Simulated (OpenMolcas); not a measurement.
# BH3O3 (boric acid): S12g/STO-3G

Aim: the vertical ionisation energy of BH3O3 (boric acid) at S12g/STO-3G, from 2 runs. 

Program for the calculation: OpenMolcas 26.06.

## (1) Starting point

BH3O3: 7 atoms, total charge 0, spin state singlet. As SMILES, `OB(O)O`. Geometry: relaxed at PBE0-D4/def2-TZVP. This is a higher conformer, about 20 kJ/mol above the lowest found by a separate search.

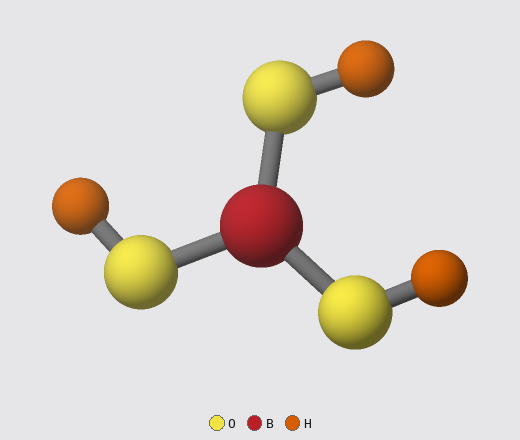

The structure, seen from a chosen angle (oxygen yellow, boron red, hydrogen orange).

## (2) The energy at S12g/STO-3G

File job.input:

```
>>> EXPORT MOLCAS_PRINT=2

&GATEWAY
  BasLib=$CurrDir
  Coord
  7
  angstrom
  O       -1.109700       0.802600       0.321900
  B       -0.012200      -0.006800       0.228700
  O        0.501200      -0.469300       1.400100
  O        0.600700      -0.381300      -0.945400
  H       -1.457400       1.118600      -0.511500
  H        1.266800      -1.028200       1.254500
  H        0.210500      -0.035700      -1.748300
  Basis=STO-3G
  Group=NoSym

&SEWARD

&SCF
  KSDFT=S12G
  PrOrbitals=1 1
```

The basis set STO-3G is read from a file made from the Basis Set Exchange's data (not shown).

Command:

```bash
$ export MOLCAS_MEM=1860
$ pymolcas job.input > job.log
```

Standard output (excerpt; [...] marks lines left out):

```text
--- Start Module: gateway ---
[...]
--- Stop Module: gateway /rc=_RC_ALL_IS_WELL_ ---
--- Start Module: seward ---
[...]
      Basis functions           23
--- Stop Module: seward /rc=_RC_ALL_IS_WELL_ ---
--- Start Module: scf ---
[...]
       Convergence after  11 Iterations
[...]
::    Total KS-DFT energy                            -249.0087500068
[...]
      Total spin, S                                     0.0000000000
[...]
      Total electronic charge=   32.000000
      Total            charge=   -0.000000
[...]
      Dipole Moment (debye):
      Origin of the operator (angstrom)=   -0.0039   -0.0127    0.2246
                   X=  3.7234E-02               Y=  1.4777E-01               Z= -2.5366E+00           Total=  2.5412E+00
      Quadrupole Moment (debye*angstrom):
[...]
--- Stop Module: scf /rc=_RC_ALL_IS_WELL_ ---
[...]
```

It took 2.9 s on 1 thread of Arm Neoverse V1, shared host; peak memory 0.37 GiB.

## (3) The doublet cation at the same level

File job.inp:

```
* BH3O3 Kohn-Sham DFT

&gateway
 baslib=$CurrDir
 coord
 7
 angstrom
 O       -1.109700       0.802600       0.321900
 B       -0.012200      -0.006800       0.228700
 O        0.501200      -0.469300       1.400100
 O        0.600700      -0.381300      -0.945400
 H       -1.457400       1.118600      -0.511500
 H        1.266800      -1.028200       1.254500
 H        0.210500      -0.035700      -1.748300
 basis=STO-3G
 group=NoSym

&seward

&scf
 uhf
 charge=1
 spin=2
 ksdft=S12G
 prorbitals=1 1
```

The basis set STO-3G is read from a file made from the Basis Set Exchange's data (not shown).

Command:

```bash
$ export MOLCAS_MEM=1860
$ pymolcas job.inp > job.log
```

Standard output (excerpt; [...] marks lines left out):

```text
--- Start Module: gateway ---
[...]
--- Stop Module: gateway /rc=_RC_ALL_IS_WELL_ ---
--- Start Module: seward ---
[...]
      Basis functions           23
--- Stop Module: seward /rc=_RC_ALL_IS_WELL_ ---
--- Start Module: scf ---
[...]
       Convergence after  66 Iterations
[...]
::    Total KS-DFT energy                            -248.7130936879
[...]
      Total spin, S                                     0.5032849479
[...]
      Total electronic charge=   31.000000
      Total            charge=    1.000000
[...]
      Dipole Moment (debye):
      Origin of the operator (angstrom)=   -0.0039   -0.0127    0.2246
                   X=  3.0212E+00               Y= -1.6731E+00               Z= -8.2884E+00           Total=  8.9791E+00
      Center of Charge (angstrom)
[...]
--- Stop Module: scf /rc=_RC_ALL_IS_WELL_ ---
[...]
```

Wall time 13 s (1 thread of Arm Neoverse V1, shared host); peak memory 0.37 GiB.

## (4) Summary of results

Level: S12g/STO-3G.

| quantity | value |
| --- | --- |
| singlet BH3O3: total energy | -249.00875 Eh |
| singlet BH3O3: dipole moment | 2.54 D |
| singlet BH3O3: HOMO energy | -3.01 eV |
| singlet BH3O3: LUMO energy | 5.39 eV |
| singlet BH3O3: HOMO–LUMO gap | 8.40 eV |
| doublet cation: total energy | -248.71309 Eh |
| doublet cation: HOMO energy (highest over α and β) | -11.90 eV |
| doublet cation: LUMO energy (lowest over α and β) | -11.62 eV |
| doublet cation: ⟨S²⟩ | 0.757 |
| vertical ionisation energy (to the doublet cation) | 8.045 eV |

**Reading.** Removing an electron at fixed nuclei costs 8.05 eV (186 kcal/mol). The negative HOMO energy of the first species, 3.01 eV, lies 5.04 eV below that difference. In a minimal basis such a difference can be off by several eV, whatever the method. Mulliken charges (doublet cation) run from -0.53 on O1 to +0.50 on B2; they depend strongly on the basis.
